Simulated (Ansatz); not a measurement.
Consider H3NPS (charge −1).

The calculation's input:

```
crystal:
  periodic: [false, false, false]
  atoms:
    - {symbol: N, position_ang: [-0.110140, -0.290889, 0.550082]}
    - {symbol: P, position_ang: [0.710273, 0.802849, 1.708145]}
    - {symbol: S, position_ang: [1.125442, -0.311868, 3.412760]}
    - {symbol: H, position_ang: [0.616986, -0.844502, 0.096105]}
    - {symbol: H, position_ang: [-0.663046, -0.967145, 1.084966]}
    - {symbol: H, position_ang: [-0.537579, 1.435169, 2.072652]}
basis:
  gaussian: {orbitals: def2-TZVPD}
total_charge: -1
hamiltonian: {xc: {name: PBE0}}
output: {forces: true, orbitals: {seedname: orbitals}}
```

Run with:

```sh
ansatz run input.yaml --threads 1 --pin off --max-ram 2610MiB --events-out events.jsonl --progress --plain --runs-dir runs
```

Geometry: r2SCAN-D4/def2-SVPD.

Computed with Ansatz, isolated molecule in a Gaussian basis; Kohn-Sham density functional theory, functional PBE0.

What will maps of the electron density and electron localisation function show?

Answer. P–N (1.79 Å): ρ at the midpoint is about 1.1 e/Å³; the ELF peaks at about 0.90 between the atoms, as expected for a polar covalent bond.
P–S (2.08 Å): ρ is about 0.95 e/Å³ halfway; the ELF peaks at about 0.85 between the atoms: a covalent bond.

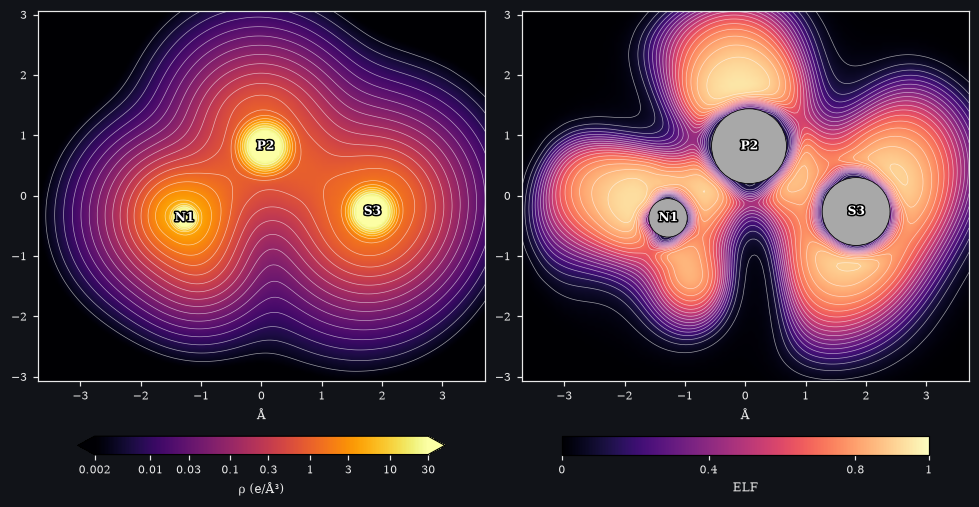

Computed electron density and electron localisation function on the plane of atoms N1, P2 and S3, in this order. Grey discs cover the atomic cores in the ELF map. 
